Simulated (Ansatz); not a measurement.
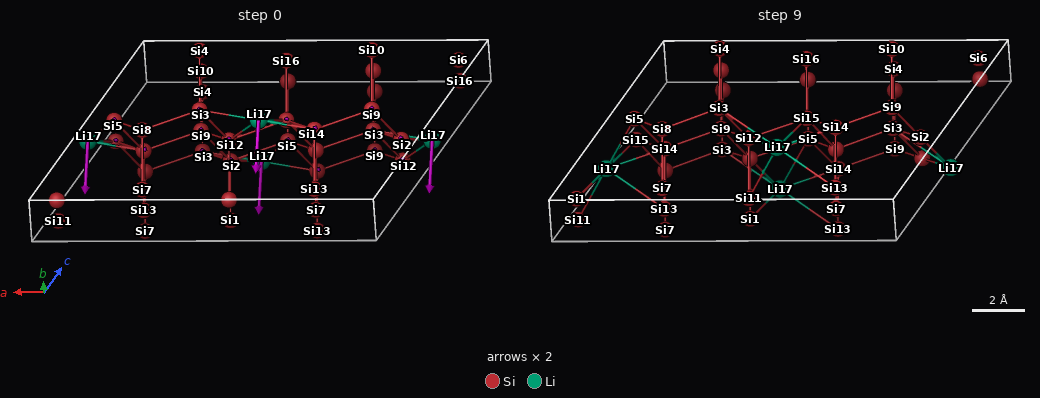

The structure of a defect cell of composition LiSi16 (cell charge +1) before (left) and after (right) a relaxation, at one scale. The purple arrows give the displacements, 2 times their true length.

A ball-and-stick model of the conventional cell (2 times the calculation's cell) (origin shifted), seen from a free direction. Lengths and directions refer to the drawn axes.

It is an interstitial Li in diamond Si. The run prepares an end point of a later path (interstitial hop) calculation, from a guessed geometry.

Method: Ansatz, DFT PBEsol, scalar-relativistic, plane waves, PAW. (plane-wave cutoff 420 eV; k-point mesh 2 × 2 × 2; occupations gaussian; smearing width 0.05 eV; no spin polarisation; atoms relaxed in a fixed cell; force threshold 0.03 eV/Å; at most 60 steps)

Question: What changed between the two?

Answer: After 8 accepted moves (9 points after the start) the energy has fallen by 0.996 eV per cell of the calculation. Largest force component: 1.5 eV/Å at the start, 0.011 eV/Å at the end. 1 step only repeated the SCF at the same geometry. Li17 moves most: 1.08 Å along [−1 0 −3]. By element the largest moves are Li 1.08 Å, Si 0.10 Å. The lattice vectors keep their values. Among the contacts that change: Si10–Li17 3.519 → 2.397 Å, Si11–Li17 3.546 → 2.745 Å, Si1–Li17 3.533 → 2.745 Å, Si13–Li17 3.483 → 2.746 Å. New bonds form: Si10–Li17 (3.52 → 2.40 Å). Among the angles between lasting bonds that change: Si3–Li17–Si14 179.4° → 126.0°, Si5–Li17–Si12 177.5° → 126.0°, Si2–Li17–Si15 177.0° → 126.0°.

Limits of the set-up: the periodic images lie only 7.7 Å apart, so the values are limited by the cell's size; the cell is charged, on a uniform background, and energies carry no finite-size correction.
